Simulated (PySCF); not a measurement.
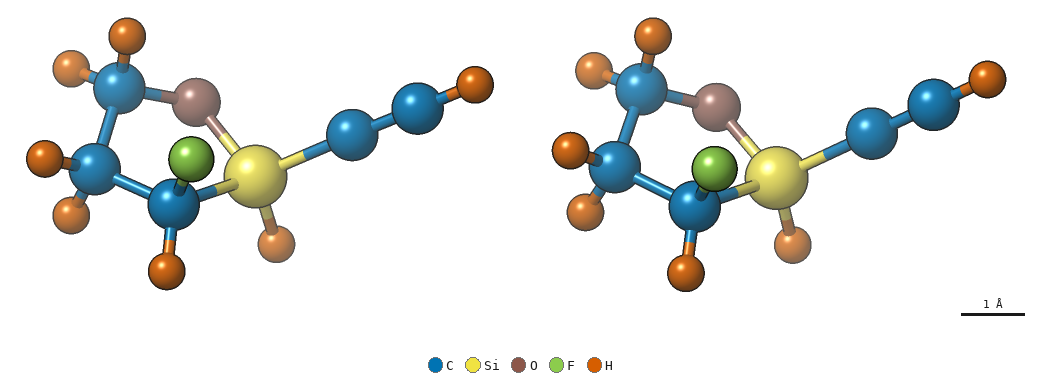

Two geometries of C$_{5}$H$_{7}$FOSi, drawn at one scale. One is the start of a relaxation, the other its converged end. The picture is a ball-and-stick view, seen at a tilt.

Method: PySCF, PBE0-D3(BJ)/def2-SVP geometry optimisation, gas phase. 

Q: Which one is relaxed?

A: The left one is the relaxed one. The start comes from GFN2-xTB. After 6 geometry steps the energy has fallen by 0.125 eV. The largest force component goes from 1.6 to 0.02 eV/Å. The largest move after the best rigid fit is that of an H atom, 0.18 Å. Largest moves by element: H 0.18 Å, F 0.16 Å, C 0.10 Å, O 0.09 Å, Si 0.07 Å. Near-neighbour distances that change, for instance: O–Si 1.634 → 1.677 Å, H–Si 1.456 → 1.487 Å, C–H 1.052 → 1.076 Å, C–Si 1.846 → 1.826 Å. Bond angles that change, for instance: C–Si–H 114.5° → 109.5°, F–C–H 105.2° → 108.4°, Si–C–F 111.0° → 108.7°. The run took roughly 70 core-seconds on a shared host.
